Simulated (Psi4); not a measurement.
**doublet [C2H4F2]−: levels of theory compared**

We compute a comparison of 4 runs (UHF/STO-3G, UHF/3-21G, UB3LYP/6-31G*, UHSE06/def2-SVPD) of doublet [C2H4F2]−. 

Program for the calculation: Psi4 1.11.

1 further run of the same task is left out (set aside as unsound or not needed).

## 1. The system as given

The species is [C2H4F2]− (8 atoms), meant as a doublet with charge -1. SMILES of the parent species: `FCCF`. The shape is that of a PBE0-D4/def2-TZVP optimisation. This is one conformer, not always the lowest. That shape belongs to the parent species and isn't relaxed for this state.

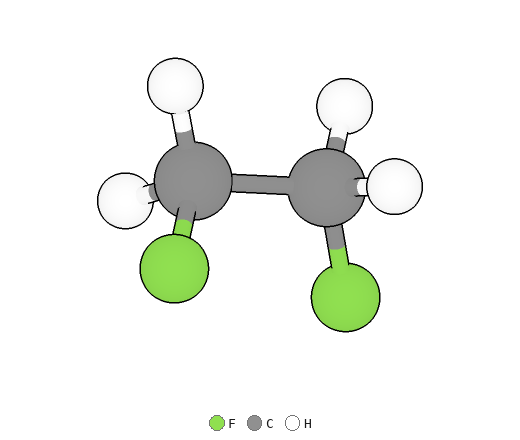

The structure, seen from a chosen angle (fluorine green, carbon grey, hydrogen white).

## 2. Energy and gradient at UHF/STO-3G (run 1)

Input file calc.dat:

```
memory 1.6 GB

molecule system {
  -1 2
  F
  C 1 r2
  C 2 r3 1 a3
  F 3 r4 2 a4 1 d4
  H 2 r5 1 a5 3 d5
  H 2 r6 5 a6 1 d6
  H 3 r7 4 a7 2 d7
  H 3 r8 7 a8 4 d8

  r2 = 1.378021
  r3 = 1.497595
  a3 = 110.88147
  r4 = 1.37802
  a4 = 110.88171
  d4 = 71.10804
  r5 = 1.093974
  a5 = 108.19784
  d5 = 121.36448
  r6 = 1.095481
  a6 = 109.42039
  d6 = -117.84688
  r7 = 1.095489
  a7 = 108.33986
  d7 = -120.09839
  r8 = 1.09397
  a8 = 109.42036
  d8 = 117.75842
  symmetry c1
}

set {
  basis         STO-3G
  reference     uhf
  puream        true
  e_convergence 1e-09
  d_convergence 1e-08
  scf_type      pk
  maxiter       100
}

E, wfn = gradient("hf", return_wfn=True)
oeprop(wfn, "MULLIKEN_CHARGES", "WIBERG_LOWDIN_INDICES", "QUADRUPOLE", title="HF")
```

Launch:

```
$ psi4 calc.dat calc.out -n 1
```

calc.out:

```text
[...]
  Running in c1 symmetry.
[...]
  Nuclear repulsion =  128.134643480313571
[...]
  Multiplicity = 2
[...]
  Nalpha       = 18
  Nbeta        = 17
[...]
    Number of basis functions: 24
[...]
   @UHF iter   1:  -272.60438048530870   -1.94063e+00   1.13444e-02 ADIIS/DIIS
[...]
   @UHF iter  18:  -272.68213768060127    3.41061e-13   2.95906e-09 DIIS
[...]
   @S^2 Observed:                7.604906535E-01
[...]
  @UHF Final Energy:  -272.68213768060127
   => Energetics <=
    Nuclear Repulsion Energy =            128.1346434803135708
    One-Electron Energy =                -647.0837048116334245
    Two-Electron Energy =                 246.2669236507185531
    Total Energy =                       -272.6821376806012722
  UHF NO Occupations:
  HONO-2 :   16  A 1.9979435
  HONO-1 :   17  A 1.9972476
[...]
  -Total Gradient:
     Atom            X                  Y                   Z
    ------   -----------------  -----------------  -----------------
       1        0.028070715051    -0.029518170747     0.188900549892
       2       -0.059317763584     0.114390724827    -0.191698833431
       3        0.150095346242    -0.159667045892     0.073043224253
       4       -0.166129723205     0.098372565056    -0.008436121318
       5        0.005097591018    -0.006048856983    -0.018474631961
       6        0.053332001822    -0.053946982215     0.032572525470
       7       -0.027871456782     0.041248139624    -0.065859704274
       8        0.016723289437    -0.004830373670    -0.010047008631
[...]
```

Run time: 2.1 s. Hardware: 1 thread of AMD EPYC 7R43 (Zen 3), shared host; peak memory 0.18 GiB.

## 3. Energy and gradient at UHF/3-21G (run 2)

Input file calc.py:

```python
import psi4

psi4.set_memory(1600000000)
psi4.set_num_threads(1)
psi4.set_output_file('run.log', False)

molecule = psi4.geometry("""
-1 2
F
C 1 1.378021
C 2 1.497595 1 110.88147
F 3 1.37802 2 110.88171 1 71.10804
H 2 1.093974 1 108.19784 3 121.36448
H 2 1.095481 5 109.42039 1 -117.84688
H 3 1.095489 4 108.33986 2 -120.09839
H 3 1.09397 7 109.42036 4 117.75842
symmetry c1
no_reorient
no_com
""")

psi4.set_options({
    'basis': '3-21G',
    'reference': 'uhf',
    'puream': True,
    'e_convergence': 1e-09,
    'd_convergence': 1e-08,
    'scf_type': 'pk',
    'maxiter': 100,
})

e, wfn = psi4.gradient("scf", molecule=molecule, return_wfn=True)
psi4.oeprop(wfn, "WIBERG_LOWDIN_INDICES", "MAYER_INDICES", "LOWDIN_CHARGES", title="SCF")
print('gradient / Eh bohr^-1')
print(e.np.round(6))
print(f'energy = {wfn.energy():.10f} Eh')
```

Launch:

```
$ python calc.py
```

run.log:

```text
[...]
  Running in c1 symmetry.
[...]
  Nuclear repulsion =  128.134643480313599
[...]
  Multiplicity = 2
[...]
  Nalpha       = 18
  Nbeta        = 17
[...]
    Number of basis functions: 44
[...]
   @UHF iter   1:  -275.07104954331709   -4.50311e-01   8.99527e-03 DIIS/ADIIS
[...]
   @UHF iter  19:  -275.16913889271751   -9.66338e-13   8.53713e-09 DIIS
[...]
   @S^2 Observed:                7.561129295E-01
[...]
  @UHF Final Energy:  -275.16913889271751
   => Energetics <=
    Nuclear Repulsion Energy =            128.1346434803135992
    One-Electron Energy =                -644.2816197659412865
    Two-Electron Energy =                 240.9778373929102031
    Total Energy =                       -275.1691388927175126
  UHF NO Occupations:
  HONO-2 :   16  A 1.9989138
  HONO-1 :   17  A 1.9985828
[...]
  -Total Gradient:
     Atom            X                  Y                   Z
    ------   -----------------  -----------------  -----------------
       1        0.009065004713    -0.020506641659     0.053524854771
       2       -0.046087351597     0.060284385709    -0.033477752626
       3        0.024190083214    -0.049364621822     0.062110064480
       4       -0.043334583539     0.037595724343    -0.008724402059
       5        0.002920546708     0.004888087329    -0.003946844542
       6        0.050756385772    -0.023736045159    -0.011340962493
       7        0.001594702564    -0.002372233672    -0.057106582543
       8        0.000895212165    -0.006788655068    -0.001038374988
[...]
```

The script printed:

```text
gradient / Eh bohr^-1
[[ 0.009065 -0.020507  0.053525]
 [-0.046087  0.060284 -0.033478]
 [ 0.02419  -0.049365  0.06211 ]
 [-0.043335  0.037596 -0.008724]
 [ 0.002921  0.004888 -0.003947]
 [ 0.050756 -0.023736 -0.011341]
 [ 0.001595 -0.002372 -0.057107]
 [ 0.000895 -0.006789 -0.001038]]
energy = -275.1691388927 Eh
```

Wall time 2.1 s (1 thread of AMD EPYC 7R43 (Zen 3), shared host); peak memory 0.18 GiB.

Run 3 isn't shown in full; the table further down has it.

## 4. A single-point energy at UHSE06/def2-SVPD (run 4)

Input file calc.py:

```python
import psi4

psi4.set_memory(1600000000)
psi4.set_num_threads(1)
psi4.set_output_file('run.log', False)

geom = psi4.geometry("""
-1 2
F     -1.312370     0.775570     0.874010
C     -0.115750     0.716060     0.193200
C      0.217900    -0.696080    -0.177380
F     -0.618130    -1.153280    -1.172850
H     -0.201180     1.337840    -0.702830
H      0.670250     1.117960     0.841860
H      1.248900    -0.742470    -0.544780
H      0.110390    -1.355610     0.688780
symmetry c1
no_reorient
no_com
""")

psi4.set_options({
    'reference': 'uks',
    'puream': True,
    'e_convergence': 1e-09,
    'd_convergence': 1e-08,
    'scf_type': 'pk',
    'dft_radial_points': 99,
    'dft_spherical_points': 590,
    'maxiter': 100,
})

e_tot = psi4.energy("hse06/def2-SVPD")
print(f'hse06/def2-SVPD energy: {e_tot:.10f} Eh')
for k, v in sorted(psi4.core.scalar_variables().items()):
    print(f'{k:45s} {v:18.10f}')
```

Launch:

```
$ python calc.py
```

run.log:

```text
[...]
  Running in c1 symmetry.
[...]
  Nuclear repulsion =  128.134632060919017
[...]
  Multiplicity = 2
[...]
  Nalpha       = 18
  Nbeta        = 17
[...]
    Number of basis functions: 118
[...]
   @UKS iter   1:  -277.39690659997711    6.20848e-02   6.28288e-03 ADIIS/DIIS
[...]
   @UKS iter  13:  -277.77250828532357   -4.09273e-12   9.79860e-09 DIIS
[...]
   @S^2 Observed:                7.503493551E-01
[...]
  @UKS Final Energy:  -277.77250828532357
   => Energetics <=
    Nuclear Repulsion Energy =            128.1346320609190172
    One-Electron Energy =                -643.3999392161899777
    Two-Electron Energy =                 263.1339860101876411
    DFT Exchange-Correlation Energy =     -25.6411871402402198
    Empirical Dispersion Energy =           0.0000000000000000
    VV10 Nonlocal Energy =                  0.0000000000000000
    Total Energy =                       -277.7725082853235676
[...]
 Multipole Moments:
 ------------------------------------------------------------------------------------
     Multipole            Electronic (a.u.)      Nuclear  (a.u.)        Total (a.u.)
 ------------------------------------------------------------------------------------
 L = 1.  Multiply by 2.5417464519 to convert [e a0] to [Debye]
 Dipole X            :         27.9607322          -28.2197338           -0.2590016
 Dipole Y            :          5.4706942           -5.5213829           -0.0506887
 Dipole Z            :          4.3282055           -4.3683098           -0.0401043
 Magnitude           :                                                    0.2669448
[...]
```

On the terminal:

```text
hse06/def2-SVPD energy: -277.7725082853 Eh
CURRENT ENERGY                                   -277.7725082853
CURRENT REFERENCE ENERGY                         -277.7725082853
DD SOLVATION ENERGY                                 0.0000000000
DFT FUNCTIONAL TOTAL ENERGY                      -277.7725082853
DFT TOTAL ENERGY                                 -277.7725082853
DFT VV10 ENERGY                                     0.0000000000
DFT XC ENERGY                                     -25.6411871402
GRID ELECTRONS ALPHA                               18.0000003890
GRID ELECTRONS BETA                                17.0000004992
GRID ELECTRONS TOTAL                               35.0000008882
NUCLEAR REPULSION ENERGY                          128.1346320609
ONE-ELECTRON ENERGY                              -643.3999392162
PCM POLARIZATION ENERGY                             0.0000000000
PE ENERGY                                           0.0000000000
SCF ITERATION ENERGY                             -277.7725082853
SCF ITERATIONS                                     13.0000000000
SCF TOTAL ENERGY                                 -277.7725082853
TWO-ELECTRON ENERGY                               263.1339860102
XC GRID RADIAL POINTS                              99.0000000000
XC GRID SPHERICAL POINTS                          590.0000000000
XC GRID TOTAL POINTS                           446116.0000000000
```

It took 80 s on 1 thread of AMD EPYC 7R43 (Zen 3), shared host; peak memory 0.89 GiB.

## 5. Overview of the runs

```
run                                level      task  Cartesian functions  energy (Eh)  HOMO energy (eV)  LUMO energy (eV)   ⟨S²⟩  wall time
  1                           UHF/STO-3G  gradient                   no  -272.682138             13.28             22.85  0.760      2.1 s
  2                            UHF/3-21G  gradient                   no  -275.169139              6.33             13.07  0.756      2.1 s
  3  UB3LYP/6-31G* (Cartesian functions)    energy                  yes  -278.100560              7.08              8.78  0.751       25 s
  4                     UHSE06/def2-SVPD    energy                   no  -277.772508              3.39              4.27  0.750       80 s
```

## 6. Summary of results

| quantity | value |
| --- | --- |
| run 4: total energy | -277.77251 Eh |
| run 4: HOMO energy (highest over α and β) | 3.39 eV |
| run 4: LUMO energy (lowest over α and β) | 4.27 eV |
| run 4: ⟨S²⟩ | 0.750 |

What this shows: Totals of different functionals can't be ranked against each other. In runs 1, 2, 3, 4 the HOMO lies above zero, so the outermost electron may be held by the basis alone. In run 1 the basis is minimal, so the values are rough. All runs together took 1.8 min, the longest 80 s.
